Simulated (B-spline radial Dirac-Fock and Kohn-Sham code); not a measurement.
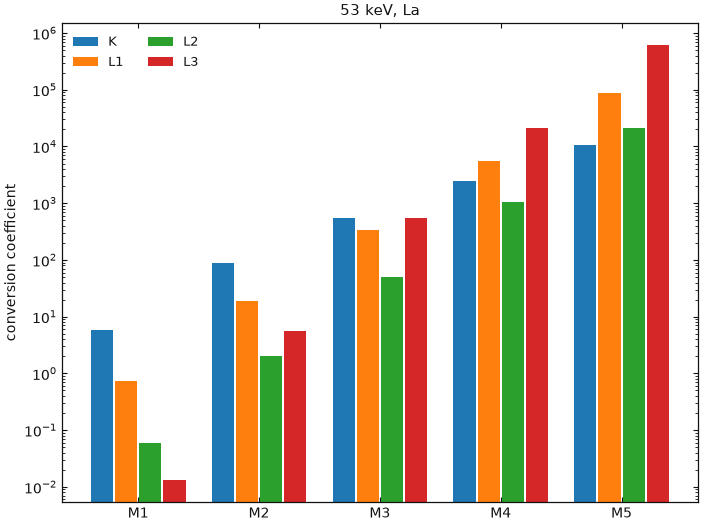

Internal conversion coefficients by shell for magnetic multipoles at a transition energy of 53 keV (K and L shells). The figure is for lanthanum (Z = 57). Method: a Dirac–Hartree–Slater potential of the neutral atom, no hole, surface-current nucleus (computed with a radial B-spline solver).

### What are the L1 : L2 : L3 ratios for M2?

3.43 : 0.364 : 1.
